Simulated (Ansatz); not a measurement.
## LaVO4 (P2_1/c): converging the G0W0 gap

Wanted: a G0W0 gap for LaVO4 (P2_1/c) that is converged in bands and cutoff, or an estimate of the limit.

Method: G0W0 on r2SCAN, plane waves, PAW, in Ansatz 0.2.0.

## 1. Set-up

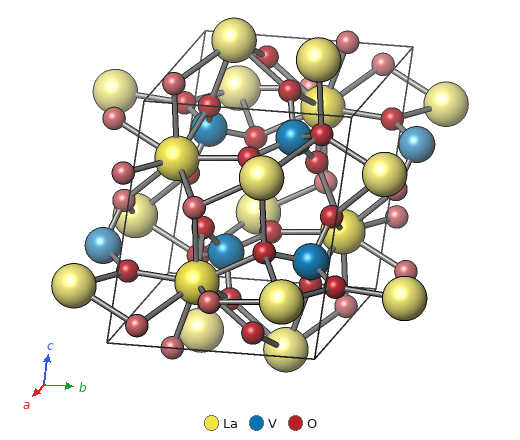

Start, viewed slightly off an axis; lanthanum yellow, vanadium blue, oxygen red. Some periodic images of atoms are drawn too.

The cell and positions come from the Crystallography Open Database and are kept as given unless a step says otherwise. Spin-orbit coupling is left out unless a step names it. The default PAW set here is soft_2. Its files were made with PBE.

## 2. 163 empty bands, screening to 36 eV

Now the one-shot GW correction: screening in the RPA, then the self-energy of the levels asked for.

File input.yaml:

```yaml
crystal:
  lattice:
    - [6.725, 0.0, 0.0]
    - [0.0, 7.2827, 0.0]
    - [-4.9123006198, 0.0, 6.8121466218]
  atoms:
    - { symbol: La, position: [0.827399, 0.157198, 0.723776] }
    - { symbol: La, position: [0.172601, 0.657198, 0.776224] }
    - { symbol: La, position: [0.172601, 0.842802, 0.276224] }
    - { symbol: La, position: [0.827399, 0.342802, 0.223776] }
    - { symbol: V, position: [0.31429, 0.16481, 0.69917] }
    - { symbol: V, position: [0.68571, 0.66481, 0.80083] }
    - { symbol: V, position: [0.68571, 0.83519, 0.30083] }
    - { symbol: V, position: [0.31429, 0.33519, 0.19917] }
    - { symbol: O, position: [0.8171, 0.4979, 0.7446] }
    - { symbol: O, position: [0.1829, 0.9979, 0.7554] }
    - { symbol: O, position: [0.1829, 0.5021, 0.2554] }
    - { symbol: O, position: [0.8171, 0.0021, 0.2446] }
    - { symbol: O, position: [0.6098, 0.2795, 0.3821] }
    - { symbol: O, position: [0.3902, 0.7795, 0.1179] }
    - { symbol: O, position: [0.3902, 0.7205, 0.6179] }
    - { symbol: O, position: [0.6098, 0.2205, 0.8821] }
    - { symbol: O, position: [0.6587, 0.895, 0.4829] }
    - { symbol: O, position: [0.3413, 0.395, 0.0171] }
    - { symbol: O, position: [0.3413, 0.105, 0.5171] }
    - { symbol: O, position: [0.6587, 0.605, 0.9829] }
    - { symbol: O, position: [0.8898, 0.8436, 0.8857] }
    - { symbol: O, position: [0.1102, 0.3436, 0.6143] }
    - { symbol: O, position: [0.1102, 0.1564, 0.1143] }
    - { symbol: O, position: [0.8898, 0.6564, 0.3857] }
kpoints:
  mp_grid: { grid: [2, 2, 2] }
hamiltonian:
  xc: r2scan
scf:
  occupations: { method: fixed }
gw:
  n_empty_bands: 163
  ecut_chi: 36
  qp_bands: [v4, c4]
  qp_kpoints: band_edges
  screening: { model: contour_deformation }
```

On the command line:

```
$ ansatz run input.yaml --threads 24 --pin off --max-ram 82944MiB --backend cuda --events-out ev --progress --plain --runs-dir out --devices 1 --max-vram 78GiB
```

Numbers of over 12 decimals in the logs are rounded to 6 here.

The program printed:

```text
GPUs: using 1 of 1 available (devices: 1).
Engine: ansatz 0.2.0, aarch64-unknown-linux-gnu
Pseudopotentials: kind: paw
Pseudopotential: La, paw, valence charge 11, recommended cutoff 500 eV (meta_gga), La.paw.azcp
Pseudopotential: V, paw, valence charge 13, recommended cutoff 500 eV (meta_gga), V.paw.azcp
Pseudopotential: O, paw, valence charge 6, recommended cutoff 500 eV (meta_gga), O.paw.azcp
Functional definition: r2SCAN
  parameter k0 = 0.174
  parameter k1 = 0.065
  parameter a1 = 4.9479
  exchange = r2scan_x(k0 = k0, k1 = k1, a1 = a1)
  correlation = r2scan_c
[...]
Crystal: 24 atoms, lattice volume = 333.633 Å³
Basis set: ecut = 500 eV, 8465 PW (Γ), exchange–correlation on 200×216×256 points (64 copies of the dense FFT grid, shifted against one another)
Bands: 120, of which v1, the nominal top of the filled ones, is band 96 counted from 1 (95 counted from 0)
Symmetry: 4 space group operations
Space group: P21/c (ITA 14), of the structure as read, at distance tolerance 6.9e-5 Å
k-points: 8
Non-local potential: La, projectors of the file, l = 0: 3, l = 1: 2, l = 2: 2, l = 3: 3
Non-local potential: V, projectors of the file, l = 0: 3, l = 1: 2, l = 2: 3, l = 3: 1
Non-local potential: O, projectors of the file, l = 0: 2, l = 1: 2, l = 2: 1
PAW form: soft (Blöchl's): semilocal exchange-correlation on the pseudo side does not see the compensation charge
PAW frozen core: La, regenerated for the run's functional (the file was generated under x = pbe(κ = 0.804, μ = 0.219515), c = pbe(β = 0.066725))
PAW frozen core: V, regenerated for the run's functional (the file was generated under x = pbe(κ = 0.804, μ = 0.219515), c = pbe(β = 0.066725))
PAW frozen core: O, regenerated for the run's functional (the file was generated under x = pbe(κ = 0.804, μ = 0.219515), c = pbe(β = 0.066725))
PAW one-centre angular grid: La, 974 points (default); XC on 160 Gauss nodes
PAW one-centre angular grid: V, 590 points (default); XC on 160 Gauss nodes
PAW one-centre angular grid: O, 302 points (default); XC on 160 Gauss nodes
Initial density: superposition of atomic densities (neutral atoms: chi_scale 0, normalization atom), corrected by the library's trained network
Initial wavefunctions: pseudopotential atomic-orbital guess
[...]
Functional: x = r2scan, c = r2scan; τ floored in thin density (d = 2e-4 eV/Å³)
SCF iter   1: F=—  HF=-45861.124810 eV  |F-HF|=—  |Δ(HF+E_count)|=         —  Δρ=2.32e-2  dr2=2.15e0  dr2_τ=1.44e0  ethr=1.77e-3  ⟨swp⟩=4.0  Hψ=2943  notcnv=0  defer=143
preconditioner: auto → Resta (q_TF=auto, 2.488 Å⁻¹)  ε∞=5.0  [insulator: Δε(μ)=4.343 eV  Ē_g=12.456 eV  n_scr=82 (ndim 8)  ℏωp=25.1 eV  f_vac=0.045  ε∞_Penn≈5.0]
SCF iter   2: F=—  HF=-45861.555484 eV  |F-HF|=—  |Δ(HF+E_count)|=   4.31e-1  Δρ=2.24e-2  dr2=1.77e0  dr2_τ=1.82e-1  ethr=1.12e-3  ⟨swp⟩=3.0  Hψ=1934  notcnv=0  defer=163
SCF iter   3: F=—  HF=-45861.340883 eV  |F-HF|=—  |Δ(HF+E_count)|=   2.15e-1  Δρ=4.49e-3  dr2=6.25e-2  dr2_τ=3.01e-3  ethr=9.23e-4  ⟨swp⟩=2.6  Hψ=1286  notcnv=0  defer=134
SCF iter   4: F=—  HF=-45861.330315 eV  |F-HF|=—  |Δ(HF+E_count)|=   1.06e-2  Δρ=2.10e-3  dr2=1.58e-2  dr2_τ=1.02e-3  ethr=3.25e-5  ⟨swp⟩=3.0  Hψ=1533  notcnv=0  defer=176
SCF iter   5: F=—  HF=-45861.328781 eV  |F-HF|=—  |Δ(HF+E_count)|=   1.53e-3  Δρ=6.29e-4  dr2=1.26e-3  dr2_τ=1.43e-4  ethr=8.20e-6  ⟨swp⟩=2.4  Hψ=1237  notcnv=0  defer=176
SCF iter   6: F=—  HF=-45861.328742 eV  |F-HF|=—  |Δ(HF+E_count)|=   3.95e-5  Δρ=3.01e-4  dr2=3.87e-4  dr2_τ=1.53e-5  ethr=6.58e-7  ⟨swp⟩=2.0  Hψ=1232  notcnv=0  defer=176
[...]
SCF iter   9: F=—  HF=-45861.328708 eV  |F-HF|=—  |Δ(HF+E_count)|=   2.32e-7  Δρ=1.66e-5  dr2=1.02e-6  dr2_τ=1.10e-7  ethr=1.51e-9  ⟨swp⟩=2.0  Hψ=1421  notcnv=0  defer=128
SCF iter  10: F=—  HF=-45861.328708 eV  |F-HF|=—  |Δ(HF+E_count)|=   4.92e-8  Δρ=6.12e-6  dr2=1.72e-7  dr2_τ=6.94e-9  ethr=5.34e-10  ⟨swp⟩=2.0  Hψ=1191  notcnv=0  defer=128
SCF iter  11: F=-45861.328708 eV  HF=-45861.328708 eV  |F-HF|=2.27e-9  |Δ(HF+E_count)|=   1.31e-8  Δρ=1.36e-6  dr2=8.36e-9  dr2_τ=2.81e-10  ethr=5.21e-11  ⟨swp⟩=19.0  Hψ=4609  notcnv=0
SCF 1 converged in 11 iterations: F = -45861.328708 eV  dr2 = 8.36e-9
[...]
SCF converged after 11 iterations
[...]
1    93      6.5009   -25.4984     4.5771   -20.9561  0.7603     6.5357     6.5357  root
     1    94      6.5009   -25.4984     4.5771   -20.9561  0.7603     6.5357     6.5357  root
     1    95      6.7356   -25.4390     4.5821   -20.8789  0.7601     6.7577     6.7577  root
     1    96      6.7356   -25.4390     4.5821   -20.8789  0.7601     6.7577     6.7577  root
     1    97     10.8732   -16.0436    -5.2751   -23.8052  0.7573    13.4659    13.3596  root ?
     1    98     10.8732   -16.0436    -5.2751   -23.8052  0.7573    13.4659    13.3596  root ?
     1    99     11.0450   -16.4377    -5.3471   -24.3568  0.7555    13.7362    13.6170  root ?
     1   100     11.0450   -16.4377    -5.3471   -24.3568  0.7555    13.7362    13.6170  root ?
     2    93      6.6163   -25.4487     4.5923   -20.8859  0.7603     6.6459     6.6459  root
     2    94      6.6163   -25.4487     4.5923   -20.8859  0.7603     6.6459     6.6459  root
     2    95      6.8061   -25.5049     4.5840   -20.9466  0.7609     6.8318     6.8318  root
     2    96      6.8061   -25.5049     4.5840   -20.9466  0.7609     6.8318     6.8318  root
     2    97     10.9607   -16.1090    -5.1897   -23.7905  0.7580    13.5592    13.4525  root ?
     2    98     10.9607   -16.1090    -5.1897   -23.7905  0.7580    13.5592    13.4525  root ?
     2    99     10.9999   -16.1464    -5.2874   -23.9436  0.7576    13.6197    13.5097  root ?
     2   100     10.9999   -16.1464    -5.2874   -23.9436  0.7576    13.6197    13.5097  root ?
     3    93      6.5390   -25.4677     4.5968   -20.8934  0.7603     6.5615     6.5615  root
     3    94      6.5390   -25.4677     4.5968   -20.8934  0.7603     6.5615     6.5615  root
     3    95      6.8056   -25.5073     4.5963   -20.9244  0.7600     6.8190     6.8190  root
     3    96      6.8056   -25.5073     4.5963   -20.9244  0.7600     6.8190     6.8190  root
     3    97     10.9446   -15.9963    -5.1877   -23.6398  0.7576    13.5037    13.4003  root ?
     3    98     10.9446   -15.9963    -5.1877   -23.6398  0.7576    13.5037    13.4003  root ?
     3    99     10.9685   -16.1574    -5.2896   -23.9711  0.7576    13.6040    13.4925  root ?
     3   100     10.9685   -16.1574    -5.2896   -23.9711  0.7576    13.6040    13.4925  root ?
     4    93      6.5405   -25.5252     4.5762   -20.9932  0.7597     6.5847     6.5847  root
     4    94      6.5650   -25.5013     4.6052   -20.9283  0.7612     6.5971     6.5971  root
     4    95      6.6358   -25.3595     4.6429   -20.6915  0.7585     6.6108     6.6108  root
     4    96      6.9186   -25.6870     4.5645   -21.1797  0.7623     6.9758     6.9759  root
     4    97     10.9296   -16.2312    -5.3329   -24.0860  0.7556    13.5638    13.4515  root ?
     4    98     10.9617   -16.3178    -5.2859   -24.1239  0.7550    13.5941    13.4819  root ?
     4    99     11.0459   -16.5688    -5.2126   -24.3607  0.7553    13.7448    13.6251  root ?
     4   100     11.0694   -16.4843    -5.1156   -24.1058  0.7553    13.6865    13.5753  root ?
     5    93      6.5902   -25.5402     4.5437   -21.0363  0.7632     6.6300     6.6301  root
     5    94      6.5902   -25.5402     4.5437   -21.0363  0.7632     6.6300     6.6301  root
     5    95      6.7732   -25.5060     4.5784   -20.9549  0.7611     6.8005     6.8005  root
     5    96      6.7732   -25.5060     4.5784   -20.9549  0.7611     6.8005     6.8005  root
     5    97     10.9793   -16.5314    -5.3391   -24.4840  0.7550    13.7164    13.5928  root ?
     5    98     10.9793   -16.5314    -5.3391   -24.4840  0.7550    13.7164    13.5928  root ?
     5    99     11.1096   -16.6134    -5.2274   -24.3715  0.7530    13.7570    13.6403  root ?
     5   100     11.1096   -16.6134    -5.2274   -24.3715  0.7530    13.7570    13.6403  root ?
     6    93      6.6361   -25.4860     4.5732   -20.9545  0.7606     6.6778     6.6778  root
     6    94      6.6361   -25.4860     4.5732   -20.9545  0.7606     6.6778     6.6778  root
     6    95      6.7108   -25.4234     4.5946   -20.8264  0.7595     6.7084     6.7084  root
     6    96      6.7108   -25.4234     4.5946   -20.8264  0.7595     6.7084     6.7084  root
     6    97     10.8488   -15.9156    -5.2075   -23.6119  0.7597    13.4421    13.3377  root ?
     6    98     10.8488   -15.9156    -5.2075   -23.6119  0.7597    13.4421    13.3377  root ?
     6    99     11.0297   -16.2750    -5.1477   -23.9231  0.7584    13.6380    13.5301  root ?
     6   100     11.0297   -16.2750    -5.1477   -23.9231  0.7584    13.6380    13.5301  root ?
     7    93      6.5512   -25.3137     4.5142   -20.8368  0.7607     6.5883     6.5883  root
     7    94      6.5512   -25.3137     4.5142   -20.8368  0.7607     6.5883     6.5883  root
     7    95      6.7680   -25.5260     4.6085   -20.9333  0.7611     6.7838     6.7838  root
     7    96      6.7680   -25.5260     4.6085   -20.9333  0.7611     6.7838     6.7838  root
     7    97     10.9948   -16.3181    -5.2038   -24.0528  0.7567    13.6383    13.5257  root ?
     7    98     10.9948   -16.3181    -5.2038   -24.0528  0.7567    13.6383    13.5257  root ?
     7    99     11.0534   -16.3378    -5.1763   -24.0360  0.7575    13.6862    13.5753  root ?
     7   100     11.0534   -16.3378    -5.1763   -24.0360  0.7575    13.6862    13.5753  root ?
```

Wall time 6.2 s (1 × NVIDIA GB200 (shared by 2 runs) with 24 threads of Arm Neoverse V2, shared host); peak memory 2.3 GiB.

Reading the cycles: dr2 is the Hartree energy of the density residual (eV), the measure of convergence; HF is the Harris–Foulkes estimate of the energy, which meets the free energy F at convergence.

This step gave:

- bands summed: 259
- RPA ε∞ on this mesh (eigenvalues): 3.814, 3.847, 4.339
- plane waves in the screening matrix: 167
- q-points in the mesh: 8
- G0W0 gap on the mesh: 6.362 eV
- k of the valence top: -0.5, 0, 0
- k of the conduction bottom: -0.5, -0.5, 0
- starting gap on the mesh: 3.930 eV
- Z at the valence top: 0.7623
- Z at the conduction bottom: 0.7597
- least direct G0W0 gap on the computed points: 6.476 eV

The gap on the mesh goes from 3.93 eV to 6.36 eV, a correction of +2.43 eV. The program marks an edge row as in doubt. Between the two edge states, bare exchange in place of the xc potential would open the gap by 12.20 eV, and correlation takes back 9.77 eV.

## 3. 462 empty bands, screening to 72 eV

Bands and screening cutoff are moved together, since each hides the error of the other.

Edit input.yaml of step 2 so:

```diff
@@ -37,4 +37,4 @@
 gw:
-  n_empty_bands: 163
-  ecut_chi: 36
+  n_empty_bands: 462
+  ecut_chi: 72
   qp_bands: [v4, c4]
```

The program printed:

```text
GPUs: using 1 of 1 available (devices: 1).
[...]
Crystal: 24 atoms, lattice volume = 333.633 Å³
Basis set: ecut = 500 eV, 8465 PW (Γ), exchange–correlation on 200×216×256 points (64 copies of the dense FFT grid, shifted against one another)
Bands: 120, of which v1, the nominal top of the filled ones, is band 96 counted from 1 (95 counted from 0)
Symmetry: 4 space group operations
[...]
k-points: 8
[...]
SCF iter   1: F=—  HF=-45861.124810 eV  |F-HF|=—  |Δ(HF+E_count)|=         —  Δρ=2.32e-2  dr2=2.15e0  dr2_τ=1.44e0  ethr=1.77e-3  ⟨swp⟩=4.0  Hψ=2943  notcnv=0  defer=143
[...]
SCF iter   6: F=—  HF=-45861.328742 eV  |F-HF|=—  |Δ(HF+E_count)|=   3.95e-5  Δρ=3.01e-4  dr2=3.87e-4  dr2_τ=1.53e-5  ethr=6.58e-7  ⟨swp⟩=2.0  Hψ=1232  notcnv=0  defer=176
[...]
SCF iter   9: F=—  HF=-45861.328708 eV  |F-HF|=—  |Δ(HF+E_count)|=   2.32e-7  Δρ=1.66e-5  dr2=1.02e-6  dr2_τ=1.10e-7  ethr=1.51e-9  ⟨swp⟩=2.0  Hψ=1421  notcnv=0  defer=128
[...]
SCF iter  11: F=-45861.328708 eV  HF=-45861.328708 eV  |F-HF|=2.27e-9  |Δ(HF+E_count)|=   1.31e-8  Δρ=1.36e-6  dr2=8.36e-9  dr2_τ=2.81e-10  ethr=5.21e-11  ⟨swp⟩=19.0  Hψ=4609  notcnv=0
SCF 1 converged in 11 iterations: F = -45861.328708 eV  dr2 = 8.36e-9
[...]
SCF converged after 11 iterations
[...]
0   100     11.0579   -16.6198    -5.8265   -24.5159  0.7441    13.2006    13.1275  root
     1    93      6.5009   -25.4984     4.5216   -20.9561  0.7513     6.4802     6.4802  root
     1    94      6.5009   -25.4984     4.5216   -20.9561  0.7513     6.4802     6.4802  root
     1    95      6.7356   -25.4390     4.5218   -20.8789  0.7508     6.6973     6.6974  root
     1    96      6.7356   -25.4390     4.5218   -20.8789  0.7508     6.6973     6.6974  root
     1    97     10.8732   -16.0436    -5.8169   -23.8052  0.7483    12.8786    12.8179  root
     1    98     10.8732   -16.0436    -5.8169   -23.8052  0.7483    12.8786    12.8179  root
     1    99     11.0450   -16.4377    -5.8756   -24.3568  0.7467    13.1581    13.0885  root
[...]
7    97     10.9948   -16.3181    -5.7235   -24.0528  0.7475    13.0724    13.0059  root
     7    98     10.9948   -16.3181    -5.7235   -24.0528  0.7475    13.0724    13.0059  root
     7    99     11.0534   -16.3378    -5.6937   -24.0360  0.7486    13.1229    13.0579  root
     7   100     11.0534   -16.3378    -5.6937   -24.0360  0.7486    13.1229    13.0579  root
```

Elapsed: 11 s, on 1 × NVIDIA GB200 (shared by 2 runs) with 24 threads; peak memory 3.2 GiB.

Numbers from this step:

```
bands summed                                 : 558
RPA ε∞ on this mesh (eigenvalues)            : 3.811, 3.841, 4.330
plane waves in the screening matrix          : 453
q-points in the mesh                         : 8
G0W0 gap on the mesh                         : 5.882 eV
k of the valence top                         : -0.5, 0, 0
k of the conduction bottom                   : -0.5, -0.5, 0
starting gap on the mesh                     : 3.930 eV
Z at the valence top                         : 0.7524
Z at the conduction bottom                   : 0.7509
least direct G0W0 gap on the computed points : 5.987 eV
```

Against the run with 2×2×2 mesh, 163 empty bands, screening to 36 eV, the gap moves by −0.48 eV.

## 4. 995 empty bands, screening to 120 eV

Edit input.yaml of step 3 so:

```diff
@@ -37,4 +37,4 @@
 gw:
-  n_empty_bands: 462
-  ecut_chi: 72
+  n_empty_bands: 995
+  ecut_chi: 120.0
   qp_bands: [v4, c4]
```

The program printed:

```text
GPUs: using 1 of 1 available (devices: 1).
[...]
Crystal: 24 atoms, lattice volume = 333.633 Å³
Basis set: ecut = 500 eV, 8465 PW (Γ), exchange–correlation on 200×216×256 points (64 copies of the dense FFT grid, shifted against one another)
Bands: 120, of which v1, the nominal top of the filled ones, is band 96 counted from 1 (95 counted from 0)
Symmetry: 4 space group operations
[...]
k-points: 8
[...]
1    98     10.8732   -16.0436    -6.1486   -23.8052  0.7432    12.5264    12.4861  root
     1    99     11.0450   -16.4377    -6.2141   -24.3568  0.7418    12.7964    12.7501  root
[...]
7    97     10.9948   -16.3181    -6.0541   -24.0528  0.7423    12.7200    12.6753  root
     7    98     10.9948   -16.3181    -6.0541   -24.0528  0.7423    12.7200    12.6753  root
     7    99     11.0534   -16.3378    -6.0260   -24.0360  0.7437    12.7690    12.7256  root
     7   100     11.0534   -16.3378    -6.0260   -24.0360  0.7437    12.7690    12.7256  root
[key lines of the parts left out:]
SCF converged after 11 iterations
```

It took 22 s on 1 × NVIDIA GB200 (shared by 2 runs) with 24 threads; peak memory 5.2 GiB; 75 s of CPU time.

Numbers from this step:

- bands summed: 1091
- RPA ε∞ on this mesh (eigenvalues): 3.791, 3.822, 4.307
- plane waves in the screening matrix: 987
- G0W0 gap on the mesh: 5.775 eV
- k of the valence top: -0.5, 0, 0
- k of the conduction bottom: -0.5, -0.5, 0
- starting gap on the mesh: 3.930 eV
- least direct G0W0 gap on the computed points: 5.873 eV

Against the run with 2×2×2 mesh, 462 empty bands, screening to 72 eV, the gap moves by −0.11 eV.

## 5. Changing the frequency model: 2×2×2 mesh, 462 empty bands, screening to 72 eV, plasmon pole

A plasmon pole stands in for the full frequency dependence of the screening; this run shows what that costs in accuracy. Bands and cutoff differ from the step before, so it is read against an earlier run that matches them.

Edit input.yaml of step 4 so:

```diff
@@ -37,6 +37,6 @@
 gw:
-  n_empty_bands: 995
-  ecut_chi: 120.0
+  n_empty_bands: 462
+  ecut_chi: 72
   qp_bands: [v4, c4]
   qp_kpoints: band_edges
-  screening: { model: contour_deformation }
+  screening: { model: godby_needs }
```

The program printed:

```text
GPUs: using 1 of 1 available (devices: 1).
[...]
Crystal: 24 atoms, lattice volume = 333.633 Å³
Basis set: ecut = 500 eV, 8465 PW (Γ), exchange–correlation on 200×216×256 points (64 copies of the dense FFT grid, shifted against one another)
Bands: 120, of which v1, the nominal top of the filled ones, is band 96 counted from 1 (95 counted from 0)
Symmetry: 4 space group operations
[...]
k-points: 8
[...]
1    98     10.8732   -16.0436    -5.6825   -23.8052  0.7828    12.9701    12.9523  root
     1    99     11.0450   -16.4377    -5.7157   -24.3568  0.7836    13.2664    13.2484  root
[...]
7    97     10.9948   -16.3181    -5.5719   -24.0528  0.7828    13.1738    13.1576  root
     7    98     10.9948   -16.3181    -5.5719   -24.0528  0.7828    13.1738    13.1576  root
     7    99     11.0534   -16.3378    -5.5478   -24.0360  0.7837    13.2232    13.2038  root
     7   100     11.0534   -16.3378    -5.5478   -24.0360  0.7837    13.2232    13.2038  root
[key lines of the parts left out:]
SCF converged after 11 iterations
```

The job ended after 10 s (1 × NVIDIA GB200 (shared by 2 runs) with 24 threads; peak memory 3.5 GiB).

Numbers from this step:

```
bands summed                                 : 558
plasmon-pole fit frequency                   : 28.17 eV
RPA ε∞ on this mesh (eigenvalues)            : 3.811, 3.841, 4.330
plane waves in the screening matrix          : 453
G0W0 gap on the mesh                         : 5.976 eV
k of the valence top                         : -0.5, 0, 0
k of the conduction bottom                   : -0.5, -0.5, 0
starting gap on the mesh                     : 3.930 eV
least direct G0W0 gap on the computed points : 6.098 eV
```

Against the run with 2×2×2 mesh, 462 empty bands, screening to 72 eV, the gap moves by +0.09 eV.

(Continued in part 2 of 2.)

[Paths, hosts, dates, memory and timing lines, banners, echoed tables and standing remarks are left out of the program output.]

[Logs are printed without paths, hosts, clocks, repeated set-up lines and the standing remarks that a program may print on its own settings, such as how far it seeks lower states.]

[Runs of the session that timed out or met a known fault of the program may be left out.]

[Cells called generated may have been cut or substituted from an entry of the Crystallography Open Database or the Materials Project.]

[Hosts, paths, dates, database ids (printed as entryN), source tags and the programs' standing remarks are cut or masked in the printed files.]
